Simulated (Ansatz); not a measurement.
# F₂GeH₅NSi: up Jacob's ladder to CCSD(T)

Aim: compute F₂GeH₅NSi with functionals from several rungs and with coupled cluster, and see how far each lands from CCSD(T) at the basis-set limit for the atomisation energy.

Computed with Ansatz 0.2.0, Gaussian basis. Level: functionals in def2-TZVPP, the program's frozen cores in correlated methods.

Levels to be run: PBE-D4, r2SCAN-D4, PBE0-D4, B3LYP-D4, ωB97X-V, ωB97M-V, B2PLYP; CCSD(T)/def2-TZVPP; MP2/def2-QZVPP; extrapolation to the limit.

## 1. The geometry

The geometry comes from an earlier relaxation with PBE0-D4 in a triple-zeta def2 set; it is a stationary point, not always the lowest conformer.

SMILES `F[SiH](F)[NH][GeH3]`, 10 atoms, charge 0, spin multiplicity 1.

Atoms are counted from 1 here; the program's logs count them from 0.

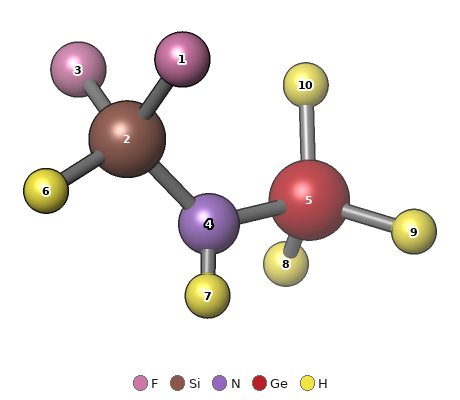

The structure; fluorine pink, silicon brown, nitrogen purple, germanium red, hydrogen yellow; atoms are numbered from 1 in the order of the file.

## 2. PBE-D4 (GGA)

in.yaml

```yaml
crystal:
  periodic: [false, false, false]
  atoms:
    - {symbol: F, position_ang: [-1.023272, 0.671775, 2.154345]}
    - {symbol: Si, position_ang: [-0.701820, 1.227477, 0.699301]}
    - {symbol: F, position_ang: [0.673827, 2.001582, 0.880526]}
    - {symbol: N, position_ang: [-0.520213, 0.006788, -0.446421]}
    - {symbol: Ge, position_ang: [0.846759, -1.233786, -0.589706]}
    - {symbol: H, position_ang: [-1.770795, 2.167340, 0.324729]}
    - {symbol: H, position_ang: [-1.285162, -0.120351, -1.091860]}
    - {symbol: H, position_ang: [1.553279, -1.055496, -1.943098]}
    - {symbol: H, position_ang: [0.251621, -2.648236, -0.499638]}
    - {symbol: H, position_ang: [1.801077, -0.956492, 0.575021]}
basis:
  gaussian: {orbitals: def2-TZVPP}
hamiltonian: {xc: pbe, dispersion: d4}
output: {forces: true, orbitals: {seedname: orbitals}}
```

The runs that follow: r2SCAN-D4 (meta-GGA); PBE0-D4 (hybrid); B3LYP-D4 (hybrid); ωB97X-V (range-separated); ωB97M-V (range-separated); B2PLYP (double hybrid); CCSD(T) in def2-TZVPP; MP2 in def2-QZVPP.

**Question.** What will the summary of the whole plan be? Wanted: atomisation energy, CCSD(T)/CBS; farthest; mean size of error, hybrid; mean size of error, range-separated; gap, smallest and largest; T1 diagnostic; triples share of the correlation energy.

As calculated:

```
                               quantity                                 value
        atomisation energy, CCSD(T)/CBS                         3499.6 kJ/mol
 functionals within 35.0 kJ/mol (1.0 %)   PBE-D4, r2SCAN-D4, ωB97X-V, ωB97M-V
                               farthest                PBE0-D4 (-81.7 kJ/mol)
             mean size of error, hybrid                           62.8 kJ/mol
    mean size of error, range-separated                           14.2 kJ/mol
              gap, smallest and largest  5.94 eV (PBE-D4), 12.61 eV (ωB97X-V)
                          T1 diagnostic                                0.0115
triples share of the correlation energy                                 3.1 %
```

In words: PBE-D4 is off by -24.4 kJ/mol. Double hybrids carry the basis error of their MP2 part in triple zeta, and no dispersion term here, so their miss is partly the set-up's. Misses under about 35.0 kJ/mol are within the doubt on the reference itself, which lacks core-valence correlation, relativity and higher excitations, and its outer-core shells are covered unevenly. Hartree-Fock recovers 72 % of the binding; the rest is correlation. The gap grows from 5.9 to 12.6 eV across the functionals, mostly with the share of exact exchange. Correlated methods include outer-core shells of Ge, which these sets cover unevenly.
